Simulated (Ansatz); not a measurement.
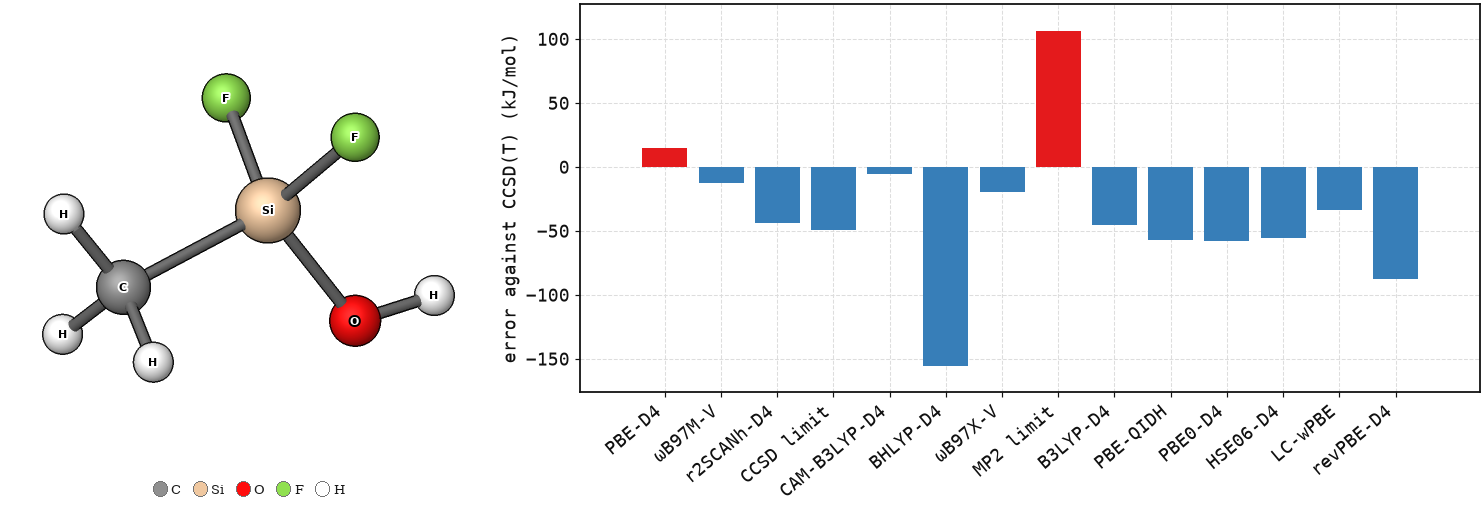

Error in the electronic atomisation energy (method less reference, so positive means overbinding) of CH₄F₂OSi, SMILES C[Si](O)(F)F: functionals in def2-TZVPP against frozen-core CCSD(T) at the limit (MP2 extrapolated from triple and quadruple zeta, plus CCSD(T) less MP2 in a smaller set), which gives 3780.1 kJ/mol, at a PBE0-D4/def2-TZVP geometry (a minimum by its frequencies), no zero-point or spin-orbit term, the Ansatz code 0.2.0. The reference leaves out core correlation, a term that grows with the number of heavy atoms. PBE-QIDH holds a correlation term that converges slowly with the basis, so part of the distance to the limit is basis error. No dispersion term is added to PBE-QIDH and LC-wPBE. Limit means the basis limit.

What range do the values span?

Answer. From −155.4 kJ/mol (BHLYP-D4) to 106.2 kJ/mol (MP2 limit).

Give the values.

Answer.
| level | kJ/mol |
| --- | --- |
| PBE-D4 | 14.9 |
| ωB97M-V | −13.0 |
| r2SCANh-D4 | −43.6 |
| CCSD limit | −49.1 |
| CAM-B3LYP-D4 | −5.7 |
| BHLYP-D4 | −155.4 |
| ωB97X-V | −20.0 |
| MP2 limit | 106.2 |
| B3LYP-D4 | −45.2 |
| PBE-QIDH | −56.9 |
| PBE0-D4 | −58.0 |
| HSE06-D4 | −55.7 |
| LC-wPBE | −33.4 |
| revPBE-D4 | −87.7 |
